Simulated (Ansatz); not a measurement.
This input was run:

```
crystal:
  lattice:
    - [3.9686910247, -3.056e-07, 0.0]
    - [-1.9843452477, 3.4369874, 0.0]
    - [0.0, 0.0, 36.9088187404]
  atoms:
    - { symbol: Sn, position: [0.0, 0.0, 0.2360226937] }
    - { symbol: Sn, position: [0.0, 0.0, 0.322932573] }
    - { symbol: P, position: [0.6666666667, 0.3333333333, 0.3539638817] }
    - { symbol: I, position: [0.6666666667, 0.3333333333, 0.1761612711] }
  periodic: [true, true, false]
basis:
  ecutwfc: 420
kpoints:
  mp_grid: { grid: [12, 12, 1] }
  band_path:
    path:
      - [0.0, 0.0, 0.0]
      - [0.5, 0.0, 0.0]
      - [0.33333333, 0.33333333, 0.0]
      - [0.0, 0.0, 0.0]
    npoints: 14
hamiltonian:
  xc: pbe
scf:
  occupations: { method: gaussian, width: 0.1 }
  n_extra_bands: 10
output:
  forces: true
  stress: true
  eigenvalues: true
  populations: true
  dos: { projected: true, de: 0.02, nscf_kmesh: { grid: [15, 15, 1] } }
  bader: true
  write_density: true
  write_potential: true
  elf: true
  volumetric_format: npy
```

Launched with:
```bash
ansatz run input.yaml --threads 1 --pin off --max-ram 2560MiB --backend cpu --events-out ev --progress --plain --runs-dir out
```

What does the calculation give for the electronic structure? The path is Γ–M–K–Γ.

A metal: 2 bands cross the Fermi level along this path. The last band that the electron count would fill rises to 0.39 eV above the Fermi level between K and Γ, leaving holes there, and the next band dips to 0.32 eV below it at K, holding electrons: an overlap of 0.71 eV. Bands cross the Fermi level on Γ–M and K–Γ, and not on M–K. At Γ the nearest levels lie 0.81 eV below and 0.18 eV above the Fermi level.

The structure is an invented one, so it need not be a known or stable phase.

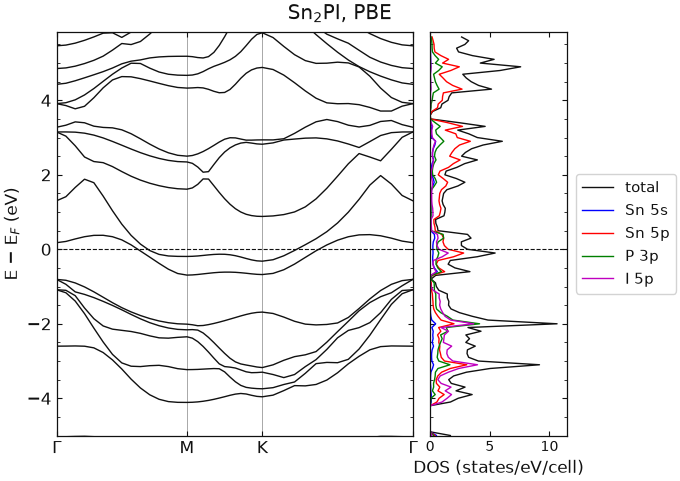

Band structure and density of states. Energies are counted from the Fermi level. The partial curves are projected on Löwdin-orthogonalised atomic shells; they sum to less than the total at higher energies, where shells without a projector contribute.
